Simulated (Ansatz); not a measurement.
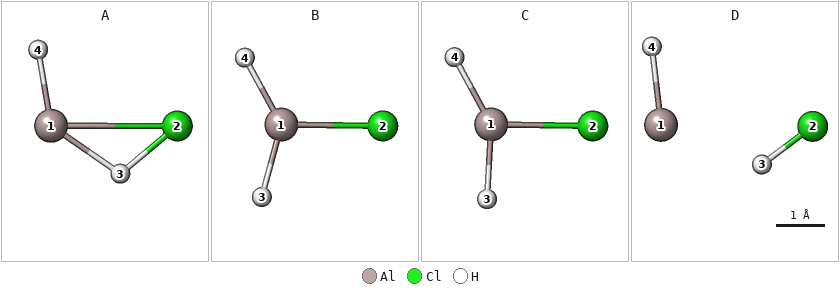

4 geometries from a converged minimum-energy path of AlH₂Cl, shuffled. A ball-and-stick model, seen face on.

All numbers below come from RKS r2SCANh-D4/cc-pVDZ (Ansatz 0.2.0). Set-up: 9 movable images; climbing image; force threshold 0.05 eV/Å; iteration limit 60; starting path through a guess of the saddle point.

**One of them is the converged climbing image. Which?**

A. In order along the path, whose images run from 0 to 10: B (image 1, +7.8 kJ/mol), C (image 2, +33.0 kJ/mol), A (image 7, +284.7 kJ/mol), D (image 9, +274.2 kJ/mol). Breaking: Al1–Cl2 (2.13 → 2.65 at the top → 3.36 Å), Al1–H3 (1.58 → 1.76 at the top → 2.34 Å). Forming: Cl2–H3 (3.18 → 1.56 at the top → 1.33 Å).

Cost: 62 s on 1 thread of Intel(R) Xeon(R) 6975P-C (Granite Rapids), on a shared host, peak memory 0.13 GiB.
